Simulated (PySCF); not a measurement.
**[TaH6]−: forces at shaken geometries**

How stiff is [TaH6]−? Its atoms are displaced at random by several amounts. The structure is generated, not taken from experiment.

Method: r2SCAN, Ta def2-SVP with ECP60, H def2-SVP; scalar-relativistic core potentials, no spin–orbit coupling; program: PySCF 2.14.0.

3 further runs of the same task are left out: 2 for a known fault of the program, 1 set aside as unsound or not needed.

**1. Where the work starts**

7 atoms, charge -1, spin multiplicity 1.

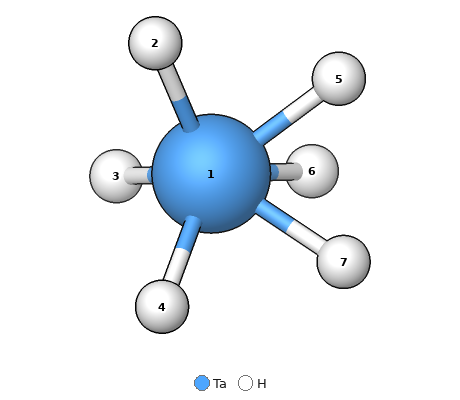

The structure; tantalum blue, hydrogen white; atoms are numbered from 1 in the order of the file.

As a file:

```
Ta    0.0000    0.0000    0.0997
H     1.6771    0.0000    0.8472
H    -0.8386    1.4524    0.8472
H    -0.8386   -1.4524    0.8472
H     1.1662    0.0000   -1.2492
H    -0.5831    1.0100   -1.2492
H    -0.5831   -1.0100   -1.2492
```

Formal oxidation states: Ta +5. An earlier session relaxed this geometry at r2SCAN, Ta def2-SVP with ECP60, H def2-SVP (singlet, point group C3v).

Its energy there is -60.550073 Eh.

**2. Atoms moved at random, σ = 0.06 Å**

Input file run.py (the lines that set the calculation):

```python
mol = gto.M(atom='''
Ta    -0.02729     0.04836     0.11222
H      1.70923    -0.03646     0.82629
H     -0.88837     1.55839     0.85808
H     -0.81188    -1.47088     0.90033
H      1.11420     0.00013    -1.25744
H     -0.55553     0.95351    -1.24161
H     -0.54036    -1.05306    -1.30411''',
    basis={'Ta': 'def2-SVP', 'H': 'def2-SVP'},
    ecp={'Ta': 'def2-SVP'},
    charge=-1, spin=0)
mf = dft.RKS(mol, xc='R2SCAN')
mf.grids.atom_grid = (50, 194)
mf = mf.density_fit()  # fitting sets: Ta def2-universal-JKFIT, H def2-universal-JKFIT
mf.conv_tol = 1e-08; mf.max_cycle = 55
mf.kernel(dm0)  # dm0: the density of the relaxed state
```

Run with:

```bash
OMP_NUM_THREADS=2 python run.py
```

**3. Atoms moved at random, σ = 0.06 Å**

Input file run.py (the lines that set the calculation):

```python
mol = gto.M(atom='''
Ta    -0.02857     0.03559     0.11197
H      1.72834    -0.14689     0.91295
H     -0.86526     1.38002     0.81969
H     -0.79016    -1.42442     0.84633
H      1.11583     0.11793    -1.34261
H     -0.61500     0.98784    -1.28328
H     -0.54519    -0.95006    -1.17128''',
    basis={'Ta': 'def2-SVP', 'H': 'def2-SVP'},
    ecp={'Ta': 'def2-SVP'},
    charge=-1, spin=0)
mf = dft.RKS(mol, xc='R2SCAN')
mf.grids.atom_grid = (50, 194)
mf = mf.density_fit()  # fitting sets: Ta def2-universal-JKFIT, H def2-universal-JKFIT
mf.conv_tol = 1e-08; mf.max_cycle = 55
mf.kernel(dm0)  # dm0: the density of the relaxed state
```

**4. Atoms moved at random, σ = 0.03 Å**

Input file run.py (the lines that set the calculation):

```python
mol = gto.M(atom='''
Ta    -0.02277     0.00621     0.13868
H      1.66873    -0.01012     0.85854
H     -0.83247     1.48200     0.79416
H     -0.82606    -1.45774     0.82393
H      1.18924    -0.03091    -1.27552
H     -0.63323     1.04432    -1.24439
H     -0.54344    -1.03376    -1.20163''',
    basis={'Ta': 'def2-SVP', 'H': 'def2-SVP'},
    ecp={'Ta': 'def2-SVP'},
    charge=-1, spin=0)
mf = dft.RKS(mol, xc='R2SCAN')
mf.grids.atom_grid = (50, 194)
mf = mf.density_fit()  # fitting sets: Ta def2-universal-JKFIT, H def2-universal-JKFIT
mf.conv_tol = 1e-08; mf.max_cycle = 55
mf.kernel(dm0)  # dm0: the density of the relaxed state
```

Before running it: what results should come out? Wanted: for each run, σ; energy rise; harmonic estimate −½ F·u; largest force component.

The runs gave:

| σ (Å) | energy rise (eV) | harmonic estimate −½ F·u (eV) | largest force component (eV/Å) |
| --- | --- | --- | --- |
| 0.06 | 0.139 | 0.136 | 1.48 |
| 0.06 | 0.214 | 0.219 | 2.55 |
| 0.03 | 0.079 | 0.076 | 1.48 |

Every displacement raises the energy. For a harmonic well the rise equals −½ F·u; the two differ by at most 4 % here (a move with σ = 0.03 Å), from anharmonicity, the grid and the small forces left at the relaxed point. These are double-zeta-type bases without diffuse functions. Spin–orbit coupling is left out.
